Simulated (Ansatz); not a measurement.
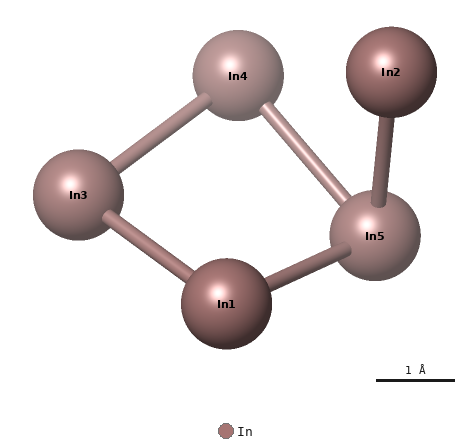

Figure 1. The structure (ball-and-stick view, seen at a tilt; atoms are numbered from 1 in the order of the input). Sticks mark near contacts.

## Run report: In5, single-point calculation

- system: In5, multiplicity 2
- method: UKS PBE0-D4/def2-TZVP (Ansatz 0.2.0)

The geometry comes from this level: PBE0-D4/def2-SVP.

## Output
```
Functional definition: PBE0
  name "PBE0"
  cite "Adamo & Barone, J. Chem. Phys. 110, 6158 (1999) doi:10.1063/1.478522"
  cite "Perdew, Burke & Ernzerhof, Phys. Rev. Lett. 77, 3865 (1996) doi:10.1103/PhysRevLett.77.3865"
  parent pbe
  parameter a = 0.25
  parameter kappa = 0.804
  parameter beta = 0.06672455060314922
  exchange = (1 - a)*pbe_x(kappa = kappa, mu = beta*pi^2/3) + a*exact_x
  correlation = pbe_c(beta = beta)
these checks for a lower state are left out or cut short: starts
2405 factors; their error is unknown
mean field evaluation 1: about -25871.9904 eV, gradient 3.2e1 eV
mean field evaluation 2: about -25872.3965 eV, gradient 7.2e-1 eV
mean field evaluation 4: about -25872.6506 eV, gradient 2.8e-1 eV
mean field evaluation 8: about -25872.6507 eV, gradient 2.5e-5 eV
mean field -25872.65074214 eV, -950.8023776613 hartree, gradient 6.8e-6 eV, S^2 0.775136; 0 other end points of the search recorded, 0 dependent functions left out
reference -25872.65077822 eV, -950.8023789871 hartree; 53, 52 occupied and 197, 198 virtual orbitals, 2405 factors
Total energy: -25872.94961838 eV, -950.8133611603 hartree
Checks for a lower state left out: starts
```

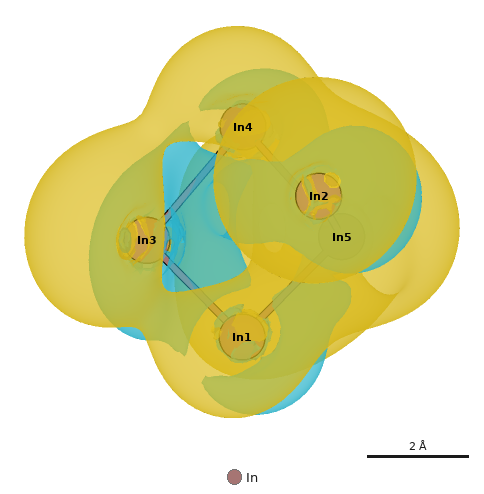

Figure 2. Isosurfaces of the spin density at +0.0015 (yellow) and −0.0015 e/Å³ (cyan), seen at a tilt. The unpaired spin (1 electron) lies mostly on In2 (about 0.3), In5 (about 0.3), In3 (about 0.2), In1 (about 0.1) and In4 (about 0.1), in electrons by Hirshfeld's partition.

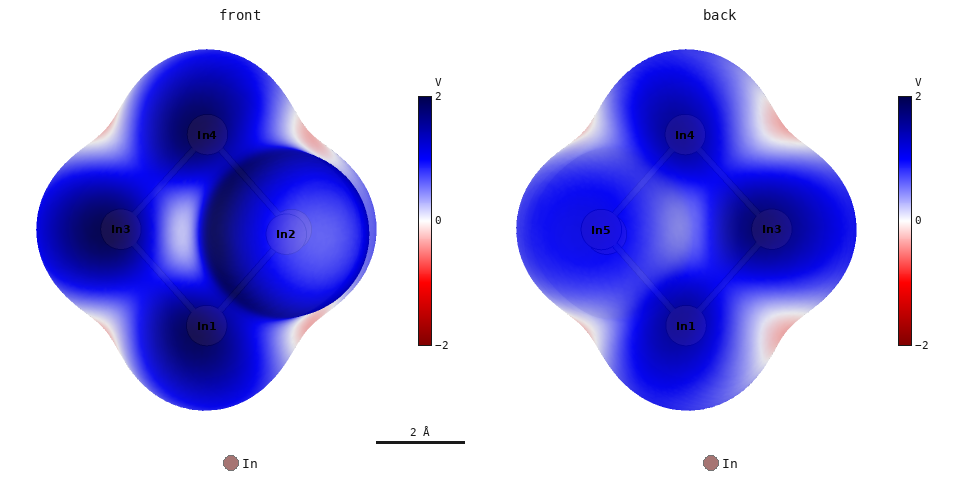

Figure 3. The molecular electrostatic potential painted on the density surface at 0.004 e/bohr³, seen at a tilt and from behind; the colour scale runs from red (negative) to blue (positive). A positive charge is drawn to the negative regions and a negative charge to the positive ones.

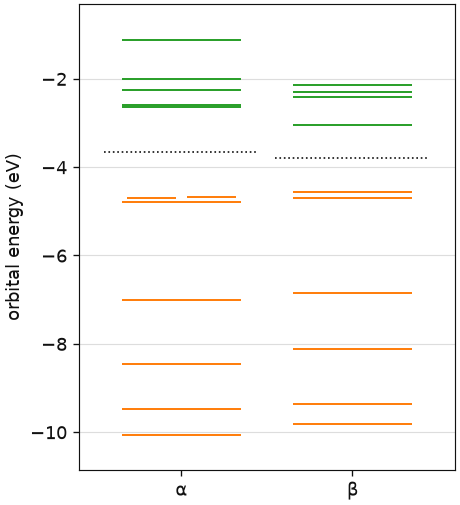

Figure 4. Orbital energies near the frontier for α and β spins; the dotted line parts filled from empty levels, and levels within 0.02 eV of each other stand side by side. α: highest filled −4.68 eV, lowest empty −2.63 eV, 2.05 eV apart; β: highest filled −4.56 eV, lowest empty −3.04 eV, 1.52 eV apart.

The run was set up as follows.

## Input
```yaml
crystal:
  periodic: [false, false, false]
  atoms:
    - {symbol: In, position_ang: [0.480685, 1.152406, 1.834235]}
    - {symbol: In, position_ang: [0.076942, -2.365204, 0.862556]}
    - {symbol: In, position_ang: [1.426199, 1.713148, -0.899282]}
    - {symbol: In, position_ang: [-0.266264, -0.338944, -2.177591]}
    - {symbol: In, position_ang: [-1.717571, -0.161406, 0.380092]}
basis:
  gaussian: {orbitals: def2-TZVP, initial_orbitals: start.molden}
magnetization: {spin_polarized: true, initial_magnetization: 1}
hamiltonian: {xc: pbe0, dispersion: d4}
scf: {omitted_lower_state_checks: [starts]}
output: {orbitals: {seedname: orbitals}}
```

Command:
```bash
ansatz run in.yaml --threads 4 --pin off --events-out ev --progress --plain --max-ram 4787MiB
```

## Results in brief

```json
{"quantity": "outcome", "value": "converged"}
{"quantity": "total energy", "value": "−25872.9496 eV"}
{"quantity": "mean-field energy", "value": "−25872.6508 eV"}
{"quantity": "dispersion energy", "value": "−0.2988 eV"}
{"quantity": "⟨S²⟩", "value": "0.775"}
{"quantity": "SCF solution under orbital rotations", "value": "stable"}
{"quantity": "HOMO (either spin)", "value": "−4.56 eV"}
{"quantity": "LUMO (either spin)", "value": "−3.04 eV"}
{"quantity": "hardware", "value": "4 threads of Arm Neoverse V2, 23 GiB of memory available, shared host"}
{"quantity": "wall time", "value": "32 s (CPU time 2.1 min)"}
{"quantity": "peak memory", "value": "1.5 GiB"}
```
